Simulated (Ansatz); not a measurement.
Run report: SF6, frequency calculation

The run: frequency calculation of SF6. Method and program: HF/6-31G*, RHF (Ansatz 0.2.0).

The geometry was optimised with HF/6-31G*. Figures and captions count atoms from 1; the log counts them from 0 in places.

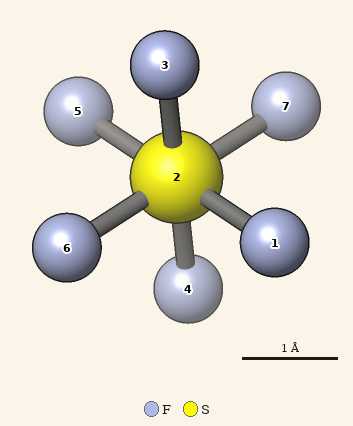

Figure 1. The input geometry (ball-and-stick view, seen at a tilt; atoms are numbered from 1 in the order of the input). Bond lengths as drawn: F–S 1.55 Å.

The input
```yaml
crystal:
  periodic: [false, false, false]
  atoms:
    - {symbol: F, position_ang: [-0.561985, -1.299082, 0.641523]}
    - {symbol: S, position_ang: [-0.000001, -0.000000, 0.000000]}
    - {symbol: F, position_ang: [1.156316, 0.012451, 1.038155]}
    - {symbol: F, position_ang: [-1.156312, -0.012454, -1.038163]}
    - {symbol: F, position_ang: [0.561973, 1.299088, -0.641519]}
    - {symbol: F, position_ang: [-0.872989, 0.852767, 0.962118]}
    - {symbol: F, position_ang: [0.872988, -0.852771, -0.962114]}
basis:
  gaussian:
    orbitals: "6-31G*"
total_charge: 0
hamiltonian:
  xc: hf
phonons:
  temperatures:
    t_min: 298.15
    t_max: 298.15
    t_step: 1
```

Machine: 1 thread of Arm Neoverse V2, 24 GiB of memory available, shared host.

Launch command:
```bash
ansatz run in.yaml --threads 1 --pin off --max-ram 3480MiB --events-out events.jsonl --progress --plain --runs-dir runs
```

The program's output
```
Functional definition: HF
  name "HF"
  exchange = exact_x
  correlation = 0
997 factors; integrals over basis functions are off by at most 2.0e-4 eV
mean field evaluation 1: about -27040.0763 eV, gradient 6.6e1 eV
mean field evaluation 2: about -27040.2594 eV, gradient 6.7e1 eV
mean field evaluation 4: about -27047.8088 eV, gradient 3.2e0 eV
mean field evaluation 8: about -27047.8515 eV, gradient 6.0e-5 eV
mean field -27047.85154346 eV, -993.9902105300 hartree, gradient 1.3e-5 eV, S^2 0.000000; 0 other end points of the search recorded, 0 dependent functions left out
the calculation of the forces begins
reference -27047.85154346 eV, -993.9902105300 hartree; 35, 35 occupied and 74, 74 virtual orbitals, 997 factors
these checks for a lower state are left out or cut short: stability, starts, cluster_reference, orbital_swaps, neighbouring_geometries, increment
997 factors; integrals over basis functions are off by at most 2.0e-4 eV
mean field evaluation 16: about -27047.8515 eV, gradient 2.0e-4 eV
mean field -27047.85149593 eV, -993.9902087834 hartree, gradient 1.5e-6 eV, S^2 0.000000; 0 other end points of the search recorded, 0 dependent functions left out
[... from here on the field's lines of each further geometry are left out, up to the last ...]
the calculation of the forces begins
reference -27047.85147138 eV, -993.9902078810 hartree; 35, 35 occupied and 74, 74 virtual orbitals, 997 factors
these checks for a lower state are left out or cut short: stability, starts, cluster_reference, orbital_swaps, neighbouring_geometries, increment
997 factors; integrals over basis functions are off by at most 2.0e-4 eV
mean field -27047.85147179 eV, -993.9902078959 hartree, gradient 2.0e-6 eV, S^2 0.000000; 0 other end points of the search recorded, 0 dependent functions left out
the calculation of the forces begins
reference -27047.85147179 eV, -993.9902078959 hartree; 35, 35 occupied and 74, 74 virtual orbitals, 997 factors
Total energy: -27047.85154346 eV, -993.9902105300 hartree
Atom 0 at    -0.561985    -1.299082     0.641523 Å, force     0.000030    -0.000029    -0.000033 eV/Å
Atom 1 at    -0.000001     0.000000     0.000000 Å, force    -0.000010    -0.000017     0.000012 eV/Å
Atom 2 at     1.156316     0.012451     1.038155 Å, force    -0.000028     0.000014     0.000035 eV/Å
Atom 3 at    -1.156312    -0.012454    -1.038163 Å, force    -0.000032     0.000014     0.000031 eV/Å
Atom 4 at     0.561973     1.299088    -0.641519 Å, force     0.000035    -0.000032    -0.000038 eV/Å
Atom 5 at    -0.872989     0.852767     0.962118 Å, force    -0.000001     0.000024     0.000001 eV/Å
Atom 6 at     0.872988    -0.852771    -0.962114 Å, force     0.000007     0.000026    -0.000008 eV/Å
Dipole moment:     0.000001     0.000001    -0.000001 e Å
Vibrations: 369.68 369.68 369.68 548.19 548.19 548.19 644.58 644.58 644.58 737.22 737.22 845.46 1099.24 1099.24 1099.25 cm⁻¹, zero-point energy 0.638827 eV
```

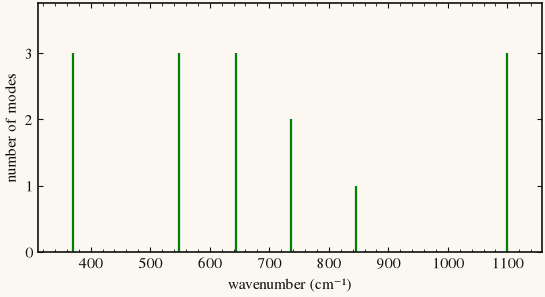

Figure 2. Harmonic vibrational wavenumbers from the force constants; neighbouring modes closer than 3 cm⁻¹ are counted in one stick. 15 modes from 370 to 1099 cm⁻¹, none imaginary.

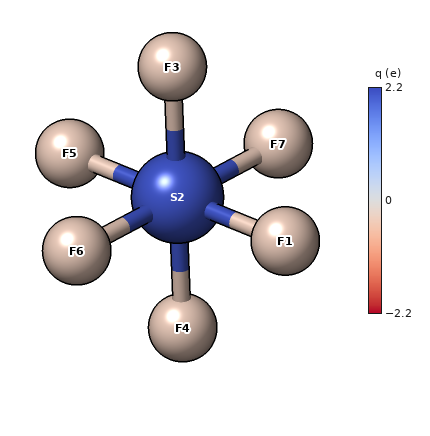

Figure 3. Mulliken charges, as the colour of each atom (ball-and-stick view, seen on its broad side; atoms are numbered from 1 in the order of the input). By element: F −0.35 and S +2.09 e.

Summary

```tsv
quantity	value
outcome	converged
total energy	−993.990211 hartree
basis functions	109
largest force	0.000 eV/Å
zero-point energy	0.023476 hartree
dipole moment	0.00 D
wavenumbers, lowest and highest	370 and 1099 cm⁻¹
wall time	78 s
peak memory	0.23 GiB
```
